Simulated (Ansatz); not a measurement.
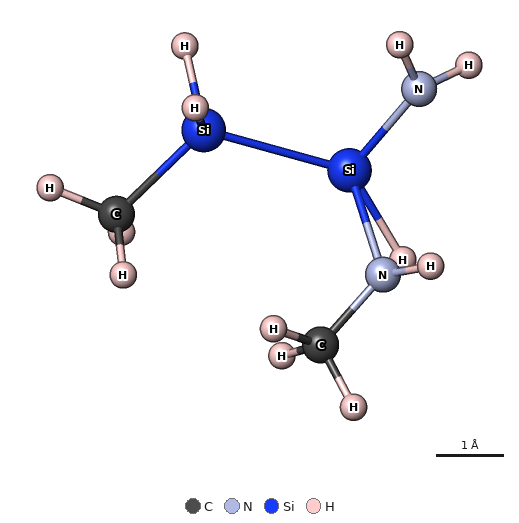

Fig. 1: The input geometry (ball-and-stick view, seen at a tilt). Bond lengths as drawn: C–H 1.09 to 1.10 Å, C–N 1.44 Å, C–Si 1.89 Å, H–N 1.01 to 1.02 Å, H–Si 1.50 to 1.62 Å, N–Si 1.74 to 1.93 Å and Si–Si 2.36 Å.

**C2H12N2Si2: molecular dynamics (part 1 of 4)**

The run: molecular dynamics of C2H12N2Si2. Method and program: RKS PBE0/6-31G* (Ansatz 0.2.0).

It belongs to a series of runs on one base structure; here: dynamics from the highest image of the converged band.

Log
```
Engine: ansatz 0.2.0, x86_64-unknown-linux-gnu
Functional definition: PBE0
  parameter a = 0.25
  parameter kappa = 0.804
  parameter beta = 0.06672455060314922
  exchange = (1 - a)*pbe_x(kappa = kappa, mu = beta*pi^2/3) + a*exact_x
  correlation = pbe_c(beta = beta)
1410 factors; integrals over basis functions are off by at most 6.0e-4 eV
mean field evaluation 1: about -20977.8746 eV, gradient 7.4e1 eV
mean field evaluation 2: about -20962.5440 eV, gradient 1.1e2 eV
mean field evaluation 4: about -20989.3895 eV, gradient 6.5e0 eV
mean field evaluation 8: about -20989.5053 eV, gradient 5.8e-1 eV
mean field evaluation 16: about -20989.5062 eV, gradient 3.6e-5 eV
mean field -20989.50618944 eV, -771.3501252637 hartree, gradient 3.6e-5 eV, S^2 0.000000; 0 other end points of the search recorded, 0 dependent functions left out
the calculation of the forces begins
reference -20989.50621813 eV, -771.3501263181 hartree; 33, 33 occupied and 89, 89 virtual orbitals, 1410 factors
md step     0: t =     0.00 fs  T =   100.0 K  F+E_penalty+E_count = -20989.50618944 eV  E_kin = 0.206816 eV  conserved = -20989.29937344 eV  (28 SCF iters)
these checks for a lower state are left out or cut short: starts, cluster_reference, orbital_swaps, neighbouring_geometries, increment
1410 factors; integrals over basis functions are off by at most 6.0e-4 eV
mean field -20989.50024462 eV, -771.3499067957 hartree, gradient 9.6e-6 eV, S^2 0.000000; 0 other end points of the search recorded, 0 dependent functions left out
the calculation of the forces begins
reference -20989.50027331 eV, -771.3499078498 hartree; 33, 33 occupied and 89, 89 virtual orbitals, 1410 factors
md step     1: t =     0.50 fs  T =    97.2 K  F+E_penalty+E_count = -20989.50024462 eV  E_kin = 0.201020 eV  conserved = -20989.29922509 eV  (31 SCF iters)
[... from here on the SCF iterations and repeated set-up lines of each step are left out, up to the last step ...]
md step     2: t =     1.00 fs  T =    89.7 K  F+E_penalty+E_count = -20989.48444411 eV  E_kin = 0.185543 eV  conserved = -20989.29890119 eV  (31 SCF iters)
md step     3: t =     1.50 fs  T =    79.9 K  F+E_penalty+E_count = -20989.46377125 eV  E_kin = 0.165246 eV  conserved = -20989.29852527 eV  (25 SCF iters)
md step     4: t =     2.00 fs  T =    70.5 K  F+E_penalty+E_count = -20989.44407701 eV  E_kin = 0.145853 eV  conserved = -20989.29822358 eV  (25 SCF iters)
md step     5: t =     2.50 fs  T =    63.8 K  F+E_penalty+E_count = -20989.43007996 eV  E_kin = 0.131990 eV  conserved = -20989.29809008 eV  (25 SCF iters)
md step     6: t =     3.00 fs  T =    60.8 K  F+E_penalty+E_count = -20989.42387700 eV  E_kin = 0.125717 eV  conserved = -20989.29816050 eV  (25 SCF iters)
md step     7: t =     3.50 fs  T =    60.9 K  F+E_penalty+E_count = -20989.42437525 eV  E_kin = 0.125973 eV  conserved = -20989.29840273 eV  (25 SCF iters)
md step     8: t =     4.00 fs  T =    62.4 K  F+E_penalty+E_count = -20989.42780631 eV  E_kin = 0.129082 eV  conserved = -20989.29872454 eV  (25 SCF iters)
md step     9: t =     4.50 fs  T =    63.0 K  F+E_penalty+E_count = -20989.42919238 eV  E_kin = 0.130193 eV  conserved = -20989.29899907 eV  (25 SCF iters)
md step    10: t =     5.00 fs  T =    60.6 K  F+E_penalty+E_count = -20989.42434859 eV  E_kin = 0.125246 eV  conserved = -20989.29910299 eV  (25 SCF iters)
md step    11: t =     5.50 fs  T =    54.6 K  F+E_penalty+E_count = -20989.41178760 eV  E_kin = 0.112819 eV  conserved = -20989.29896813 eV  (25 SCF iters)
md step    12: t =     6.00 fs  T =    46.0 K  F+E_penalty+E_count = -20989.39373451 eV  E_kin = 0.095108 eV  conserved = -20989.29862690 eV  (25 SCF iters)
md step    13: t =     6.50 fs  T =    37.4 K  F+E_penalty+E_count = -20989.37555522 eV  E_kin = 0.077330 eV  conserved = -20989.29822532 eV  (25 SCF iters)
md step    14: t =     7.00 fs  T =    31.7 K  F+E_penalty+E_count = -20989.36347867 eV  E_kin = 0.065517 eV  conserved = -20989.29796133 eV  (25 SCF iters)
md step    15: t =     7.50 fs  T =    30.8 K  F+E_penalty+E_count = -20989.36158545 eV  E_kin = 0.063619 eV  conserved = -20989.29796607 eV  (24 SCF iters)
md step    16: t =     8.00 fs  T =    34.6 K  F+E_penalty+E_count = -20989.36982548 eV  E_kin = 0.071607 eV  conserved = -20989.29821819 eV  (25 SCF iters)
md step    17: t =     8.50 fs  T =    41.5 K  F+E_penalty+E_count = -20989.38431440 eV  E_kin = 0.085744 eV  conserved = -20989.29857033 eV  (25 SCF iters)
md step    18: t =     9.00 fs  T =    48.7 K  F+E_penalty+E_count = -20989.39953627 eV  E_kin = 0.100678 eV  conserved = -20989.29885799 eV  (25 SCF iters)
md step    19: t =     9.50 fs  T =    54.1 K  F+E_penalty+E_count = -20989.41087036 eV  E_kin = 0.111881 eV  conserved = -20989.29898976 eV  (25 SCF iters)
md step    20: t =    10.00 fs  T =    56.6 K  F+E_penalty+E_count = -20989.41607913 eV  E_kin = 0.117117 eV  conserved = -20989.29896176 eV  (25 SCF iters)
md step    21: t =    10.50 fs  T =    56.4 K  F+E_penalty+E_count = -20989.41545985 eV  E_kin = 0.116637 eV  conserved = -20989.29882258 eV  (29 SCF iters)
md step    22: t =    11.00 fs  T =    54.4 K  F+E_penalty+E_count = -20989.41113526 eV  E_kin = 0.112500 eV  conserved = -20989.29863479 eV  (25 SCF iters)
md step    23: t =    11.50 fs  T =    52.0 K  F+E_penalty+E_count = -20989.40605803 eV  E_kin = 0.107601 eV  conserved = -20989.29845739 eV  (25 SCF iters)
md step    24: t =    12.00 fs  T =    50.6 K  F+E_penalty+E_count = -20989.40303656 eV  E_kin = 0.104694 eV  conserved = -20989.29834255 eV  (25 SCF iters)
md step    25: t =    12.50 fs  T =    51.0 K  F+E_penalty+E_count = -20989.40387768 eV  E_kin = 0.105546 eV  conserved = -20989.29833152 eV  (25 SCF iters)
md step    26: t =    13.00 fs  T =    53.3 K  F+E_penalty+E_count = -20989.40873850 eV  E_kin = 0.110297 eV  conserved = -20989.29844116 eV  (25 SCF iters)
md step    27: t =    13.50 fs  T =    56.7 K  F+E_penalty+E_count = -20989.41590107 eV  E_kin = 0.117256 eV  conserved = -20989.29864469 eV  (24 SCF iters)
md step    28: t =    14.00 fs  T =    59.7 K  F+E_penalty+E_count = -20989.42223809 eV  E_kin = 0.123374 eV  conserved = -20989.29886456 eV  (25 SCF iters)
md step    29: t =    14.50 fs  T =    60.7 K  F+E_penalty+E_count = -20989.42444463 eV  E_kin = 0.125451 eV  conserved = -20989.29899351 eV  (25 SCF iters)
md step    30: t =    15.00 fs  T =    58.9 K  F+E_penalty+E_count = -20989.42067181 eV  E_kin = 0.121723 eV  conserved = -20989.29894919 eV  (25 SCF iters)
md step    31: t =    15.50 fs  T =    54.6 K  F+E_penalty+E_count = -20989.41172608 eV  E_kin = 0.112989 eV  conserved = -20989.29873700 eV  (25 SCF iters)
md step    32: t =    16.00 fs  T =    49.5 K  F+E_penalty+E_count = -20989.40092568 eV  E_kin = 0.102458 eV  conserved = -20989.29846798 eV  (25 SCF iters)
md step    33: t =    16.50 fs  T =    45.5 K  F+E_penalty+E_count = -20989.39239426 eV  E_kin = 0.094098 eV  conserved = -20989.29829641 eV  (25 SCF iters)
md step    34: t =    17.00 fs  T =    43.7 K  F+E_penalty+E_count = -20989.38875553 eV  E_kin = 0.090448 eV  conserved = -20989.29830780 eV  (26 SCF iters)
md step    35: t =    17.50 fs  T =    44.2 K  F+E_penalty+E_count = -20989.38985708 eV  E_kin = 0.091399 eV  conserved = -20989.29845807 eV  (26 SCF iters)
md step    36: t =    18.00 fs  T =    45.8 K  F+E_penalty+E_count = -20989.39340400 eV  E_kin = 0.094783 eV  conserved = -20989.29862101 eV  (26 SCF iters)
md step    37: t =    18.50 fs  T =    47.5 K  F+E_penalty+E_count = -20989.39682914 eV  E_kin = 0.098138 eV  conserved = -20989.29869084 eV  (25 SCF iters)
md step    38: t =    19.00 fs  T =    48.5 K  F+E_penalty+E_count = -20989.39891576 eV  E_kin = 0.100272 eV  conserved = -20989.29864342 eV  (24 SCF iters)
md step    39: t =    19.50 fs  T =    49.2 K  F+E_penalty+E_count = -20989.40023479 eV  E_kin = 0.101710 eV  conserved = -20989.29852435 eV  (25 SCF iters)
md step    40: t =    20.00 fs  T =    50.3 K  F+E_penalty+E_count = -20989.40251269 eV  E_kin = 0.104112 eV  conserved = -20989.29840094 eV  (26 SCF iters)
md step    41: t =    20.50 fs  T =    52.8 K  F+E_penalty+E_count = -20989.40762080 eV  E_kin = 0.109299 eV  conserved = -20989.29832192 eV  (26 SCF iters)
md step    42: t =    21.00 fs  T =    57.3 K  F+E_penalty+E_count = -20989.41680437 eV  E_kin = 0.118501 eV  conserved = -20989.29830294 eV  (26 SCF iters)
md step    43: t =    21.50 fs  T =    63.9 K  F+E_penalty+E_count = -20989.43040835 eV  E_kin = 0.132078 eV  conserved = -20989.29833059 eV  (26 SCF iters)
md step    44: t =    22.00 fs  T =    72.4 K  F+E_penalty+E_count = -20989.44805317 eV  E_kin = 0.149676 eV  conserved = -20989.29837704 eV  (29 SCF iters)
md step    45: t =    22.50 fs  T =    82.5 K  F+E_penalty+E_count = -20989.46906526 eV  E_kin = 0.170654 eV  conserved = -20989.29841122 eV  (31 SCF iters)
md step    46: t =    23.00 fs  T =    94.1 K  F+E_penalty+E_count = -20989.49298466 eV  E_kin = 0.194581 eV  conserved = -20989.29840380 eV  (31 SCF iters)
md step    47: t =    23.50 fs  T =   107.2 K  F+E_penalty+E_count = -20989.52005969 eV  E_kin = 0.221732 eV  conserved = -20989.29832788 eV  (31 SCF iters)
md step    48: t =    24.00 fs  T =   122.6 K  F+E_penalty+E_count = -20989.55169409 eV  E_kin = 0.253528 eV  conserved = -20989.29816575 eV  (31 SCF iters)
md step    49: t =    24.50 fs  T =   141.6 K  F+E_penalty+E_count = -20989.59071622 eV  E_kin = 0.292782 eV  conserved = -20989.29793404 eV  (31 SCF iters)
md step    50: t =    25.00 fs  T =   166.0 K  F+E_penalty+E_count = -20989.64108999 eV  E_kin = 0.343370 eV  conserved = -20989.29771960 eV  (31 SCF iters)
md step    51: t =    25.50 fs  T =   197.7 K  F+E_penalty+E_count = -20989.70657296 eV  E_kin = 0.408882 eV  conserved = -20989.29769108 eV  (30 SCF iters)
md step    52: t =    26.00 fs  T =   237.0 K  F+E_penalty+E_count = -20989.78823914 eV  E_kin = 0.490195 eV  conserved = -20989.29804437 eV  (29 SCF iters)
md step    53: t =    26.50 fs  T =   281.8 K  F+E_penalty+E_count = -20989.88173577 eV  E_kin = 0.582852 eV  conserved = -20989.29888410 eV  (30 SCF iters)
md step    54: t =    27.00 fs  T =   326.8 K  F+E_penalty+E_count = -20989.97601933 eV  E_kin = 0.675940 eV  conserved = -20989.30007974 eV  (29 SCF iters)
md step    55: t =    27.50 fs  T =   364.8 K  F+E_penalty+E_count = -20990.05561776 eV  E_kin = 0.754480 eV  conserved = -20989.30113741 eV  (30 SCF iters)
md step    56: t =    28.00 fs  T =   390.1 K  F+E_penalty+E_count = -20990.10799815 eV  E_kin = 0.806757 eV  conserved = -20989.30124072 eV  (30 SCF iters)
md step    57: t =    28.50 fs  T =   403.7 K  F+E_penalty+E_count = -20990.13478584 eV  E_kin = 0.834951 eV  conserved = -20989.29983526 eV  (30 SCF iters)
md step    58: t =    29.00 fs  T =   416.0 K  F+E_penalty+E_count = -20990.15807867 eV  E_kin = 0.860369 eV  conserved = -20989.29770925 eV  (30 SCF iters)
md step    59: t =    29.50 fs  T =   440.5 K  F+E_penalty+E_count = -20990.20804394 eV  E_kin = 0.911056 eV  conserved = -20989.29698822 eV  (30 SCF iters)
md step    60: t =    30.00 fs  T =   481.3 K  F+E_penalty+E_count = -20990.29418434 eV  E_kin = 0.995382 eV  conserved = -20989.29880279 eV  (30 SCF iters)
md step    61: t =    30.50 fs  T =   526.7 K  F+E_penalty+E_count = -20990.39106161 eV  E_kin = 1.089389 eV  conserved = -20989.30167217 eV  (30 SCF iters)
md step    62: t =    31.00 fs  T =   558.4 K  F+E_penalty+E_count = -20990.45826749 eV  E_kin = 1.154858 eV  conserved = -20989.30340904 eV  (30 SCF iters)
md step    63: t =    31.50 fs  T =   564.3 K  F+E_penalty+E_count = -20990.47048246 eV  E_kin = 1.167136 eV  conserved = -20989.30334655 eV  (30 SCF iters)
md step    64: t =    32.00 fs  T =   544.4 K  F+E_penalty+E_count = -20990.42798384 eV  E_kin = 1.125844 eV  conserved = -20989.30214023 eV  (28 SCF iters)
md step    65: t =    32.50 fs  T =   506.6 K  F+E_penalty+E_count = -20990.34838535 eV  E_kin = 1.047761 eV  conserved = -20989.30062477 eV  (31 SCF iters)
md step    66: t =    33.00 fs  T =   462.0 K  F+E_penalty+E_count = -20990.25471864 eV  E_kin = 0.955446 eV  conserved = -20989.29927313 eV  (31 SCF iters)
md step    67: t =    33.50 fs  T =   420.6 K  F+E_penalty+E_count = -20990.16808406 eV  E_kin = 0.869844 eV  conserved = -20989.29824024 eV  (31 SCF iters)
md step    68: t =    34.00 fs  T =   390.4 K  F+E_penalty+E_count = -20990.10488520 eV  E_kin = 0.807338 eV  conserved = -20989.29754743 eV  (31 SCF iters)
md step    69: t =    34.50 fs  T =   376.6 K  F+E_penalty+E_count = -20990.07616081 eV  E_kin = 0.778951 eV  conserved = -20989.29720950 eV  (31 SCF iters)
md step    70: t =    35.00 fs  T =   381.9 K  F+E_penalty+E_count = -20990.08716692 eV  E_kin = 0.789891 eV  conserved = -20989.29727572 eV  (30 SCF iters)
md step    71: t =    35.50 fs  T =   405.6 K  F+E_penalty+E_count = -20990.13659820 eV  E_kin = 0.838786 eV  conserved = -20989.29781181 eV  (30 SCF iters)
md step    72: t =    36.00 fs  T =   443.3 K  F+E_penalty+E_count = -20990.21570384 eV  E_kin = 0.916839 eV  conserved = -20989.29886448 eV  (30 SCF iters)
md step    73: t =    36.50 fs  T =   487.1 K  F+E_penalty+E_count = -20990.30784856 eV  E_kin = 1.007425 eV  conserved = -20989.30042323 eV  (30 SCF iters)
md step    74: t =    37.00 fs  T =   525.5 K  F+E_penalty+E_count = -20990.38915354 eV  E_kin = 1.086811 eV  conserved = -20989.30234231 eV  (30 SCF iters)
md step    75: t =    37.50 fs  T =   545.1 K  F+E_penalty+E_count = -20990.43153410 eV  E_kin = 1.127399 eV  conserved = -20989.30413548 eV  (30 SCF iters)
md step    76: t =    38.00 fs  T =   535.0 K  F+E_penalty+E_count = -20990.41109976 eV  E_kin = 1.106372 eV  conserved = -20989.30472774 eV  (29 SCF iters)
md step    77: t =    38.50 fs  T =   494.1 K  F+E_penalty+E_count = -20990.32470312 eV  E_kin = 1.021952 eV  conserved = -20989.30275154 eV  (30 SCF iters)
md step    78: t =    39.00 fs  T =   440.0 K  F+E_penalty+E_count = -20990.20831291 eV  E_kin = 0.910058 eV  conserved = -20989.29825534 eV  (30 SCF iters)
md step    79: t =    39.50 fs  T =   405.1 K  F+E_penalty+E_count = -20990.13219007 eV  E_kin = 0.837723 eV  conserved = -20989.29446659 eV  (30 SCF iters)
md step    80: t =    40.00 fs  T =   414.6 K  F+E_penalty+E_count = -20990.15255373 eV  E_kin = 0.857360 eV  conserved = -20989.29519405 eV  (30 SCF iters)
md step    81: t =    40.50 fs  T =   463.9 K  F+E_penalty+E_count = -20990.25897762 eV  E_kin = 0.959354 eV  conserved = -20989.29962402 eV  (30 SCF iters)
md step    82: t =    41.00 fs  T =   523.0 K  F+E_penalty+E_count = -20990.38527036 eV  E_kin = 1.081717 eV  conserved = -20989.30355304 eV  (30 SCF iters)
md step    83: t =    41.50 fs  T =   562.6 K  F+E_penalty+E_count = -20990.46832250 eV  E_kin = 1.163597 eV  conserved = -20989.30472588 eV  (27 SCF iters)
md step    84: t =    42.00 fs  T =   570.6 K  F+E_penalty+E_count = -20990.48387686 eV  E_kin = 1.180100 eV  conserved = -20989.30377647 eV  (30 SCF iters)
md step    85: t =    42.50 fs  T =   550.8 K  F+E_penalty+E_count = -20990.44110987 eV  E_kin = 1.139055 eV  conserved = -20989.30205517 eV  (30 SCF iters)
md step    86: t =    43.00 fs  T =   514.1 K  F+E_penalty+E_count = -20990.36364057 eV  E_kin = 1.063282 eV  conserved = -20989.30035840 eV  (30 SCF iters)
md step    87: t =    43.50 fs  T =   472.8 K  F+E_penalty+E_count = -20990.27674415 eV  E_kin = 0.977816 eV  conserved = -20989.29892784 eV  (30 SCF iters)
md step    88: t =    44.00 fs  T =   437.5 K  F+E_penalty+E_count = -20990.20255214 eV  E_kin = 0.904750 eV  conserved = -20989.29780256 eV  (30 SCF iters)
md step    89: t =    44.50 fs  T =   416.6 K  F+E_penalty+E_count = -20990.15863104 eV  E_kin = 0.861566 eV  conserved = -20989.29706475 eV  (29 SCF iters)
md step    90: t =    45.00 fs  T =   415.6 K  F+E_penalty+E_count = -20990.15632457 eV  E_kin = 0.859435 eV  conserved = -20989.29688926 eV  (30 SCF iters)
md step    91: t =    45.50 fs  T =   435.4 K  F+E_penalty+E_count = -20990.19800372 eV  E_kin = 0.900543 eV  conserved = -20989.29746109 eV  (30 SCF iters)
md step    92: t =    46.00 fs  T =   471.7 K  F+E_penalty+E_count = -20990.27439055 eV  E_kin = 0.975531 eV  conserved = -20989.29885907 eV  (29 SCF iters)
md step    93: t =    46.50 fs  T =   513.8 K  F+E_penalty+E_count = -20990.36368370 eV  E_kin = 1.062715 eV  conserved = -20989.30096899 eV  (30 SCF iters)
md step    94: t =    47.00 fs  T =   546.7 K  F+E_penalty+E_count = -20990.43397652 eV  E_kin = 1.130632 eV  conserved = -20989.30334411 eV  (30 SCF iters)
md step    95: t =    47.50 fs  T =   554.2 K  F+E_penalty+E_count = -20990.45113239 eV  E_kin = 1.146173 eV  conserved = -20989.30495908 eV  (29 SCF iters)
md step    96: t =    48.00 fs  T =   527.5 K  F+E_penalty+E_count = -20990.39513253 eV  E_kin = 1.090882 eV  conserved = -20989.30425050 eV  (30 SCF iters)
md step    97: t =    48.50 fs  T =   474.8 K  F+E_penalty+E_count = -20990.28237625 eV  E_kin = 0.981926 eV  conserved = -20989.30045019 eV  (30 SCF iters)
md step    98: t =    49.00 fs  T =   424.2 K  F+E_penalty+E_count = -20990.17314888 eV  E_kin = 0.877251 eV  conserved = -20989.29589786 eV  (30 SCF iters)
md step    99: t =    49.50 fs  T =   406.1 K  F+E_penalty+E_count = -20990.13493878 eV  E_kin = 0.839931 eV  conserved = -20989.29500734 eV  (29 SCF iters)
md step   100: t =    50.00 fs  T =   426.7 K  F+E_penalty+E_count = -20990.18096261 eV  E_kin = 0.882382 eV  conserved = -20989.29858087 eV  (31 SCF iters)
md step   101: t =    50.50 fs  T =   462.4 K  F+E_penalty+E_count = -20990.25899113 eV  E_kin = 0.956306 eV  conserved = -20989.30268538 eV  (29 SCF iters)
md step   102: t =    51.00 fs  T =   483.9 K  F+E_penalty+E_count = -20990.30502155 eV  E_kin = 1.000830 eV  conserved = -20989.30419185 eV  (27 SCF iters)
md step   103: t =    51.50 fs  T =   477.2 K  F+E_penalty+E_count = -20990.29024214 eV  E_kin = 0.986979 eV  conserved = -20989.30326308 eV  (30 SCF iters)
md step   104: t =    52.00 fs  T =   445.7 K  F+E_penalty+E_count = -20990.22304765 eV  E_kin = 0.921682 eV  conserved = -20989.30136602 eV  (29 SCF iters)
md step   105: t =    52.50 fs  T =   401.2 K  F+E_penalty+E_count = -20990.12920107 eV  E_kin = 0.829662 eV  conserved = -20989.29953924 eV  (30 SCF iters)
md step   106: t =    53.00 fs  T =   356.6 K  F+E_penalty+E_count = -20990.03568517 eV  E_kin = 0.737517 eV  conserved = -20989.29816829 eV  (29 SCF iters)
md step   107: t =    53.50 fs  T =   322.2 K  F+E_penalty+E_count = -20989.96368268 eV  E_kin = 0.666378 eV  conserved = -20989.29730482 eV  (31 SCF iters)
md step   108: t =    54.00 fs  T =   304.6 K  F+E_penalty+E_count = -20989.92688179 eV  E_kin = 0.629958 eV  conserved = -20989.29692411 eV  (31 SCF iters)
md step   109: t =    54.50 fs  T =   306.7 K  F+E_penalty+E_count = -20989.93137367 eV  E_kin = 0.634349 eV  conserved = -20989.29702425 eV  (31 SCF iters)
md step   110: t =    55.00 fs  T =   327.8 K  F+E_penalty+E_count = -20989.97551133 eV  E_kin = 0.677867 eV  conserved = -20989.29764398 eV  (31 SCF iters)
md step   111: t =    55.50 fs  T =   362.9 K  F+E_penalty+E_count = -20990.04939925 eV  E_kin = 0.750561 eV  conserved = -20989.29883870 eV  (31 SCF iters)
md step   112: t =    56.00 fs  T =   403.2 K  F+E_penalty+E_count = -20990.13444455 eV  E_kin = 0.833867 eV  conserved = -20989.30057740 eV  (31 SCF iters)
md step   113: t =    56.50 fs  T =   436.2 K  F+E_penalty+E_count = -20990.20463270 eV  E_kin = 0.902136 eV  conserved = -20989.30249661 eV  (30 SCF iters)
md step   114: t =    57.00 fs  T =   449.4 K  F+E_penalty+E_count = -20990.23306929 eV  E_kin = 0.929459 eV  conserved = -20989.30360995 eV  (30 SCF iters)
```
